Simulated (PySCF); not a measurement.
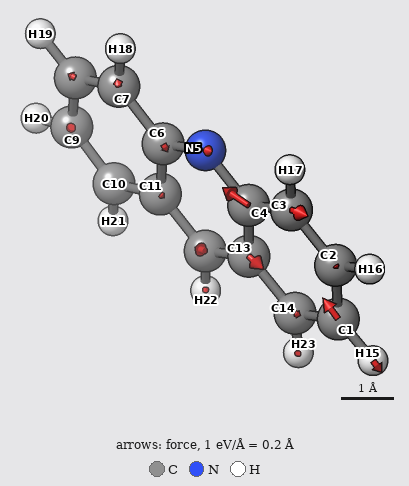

Starting geometry of C13H9N with the computed forces as red arrows. Style: ball-and-stick. Shown from a free direction.

The start comes from GFN2-xTB. Its atoms were then displaced at random by about 0.01 Å.

Computed with PySCF, PBE0-D3(BJ)/def2-SVP geometry optimisation, gas phase. 

What follows when this structure is relaxed?

It isn't relaxed: the largest force vector, on a C atom, is 3.79 eV/Å. The final displacements follow the starting forces only in part (cosine between the two patterns 0.60). A C atom moves most after the best rigid fit: 0.039 Å. Largest moves by element: C 0.039 Å, H 0.037 Å, N 0.025 Å. Near-neighbour distances that change, for instance: C–C 1.370 → 1.429 Å, C–H 1.052 → 1.092 Å, C–C 1.365 → 1.396 Å, C–C 1.404 → 1.429 Å. Among the angles between lasting bonds that change: N–C–C 119.1° → 122.9°, C–C–C 122.0° → 118.3°, C–C–C 121.1° → 117.5°. Over 7 geometry steps the energy falls by 0.255 eV. Cost: 90 s on 2 threads of AMD EPYC 9R45 96-Core Processor (shared host).
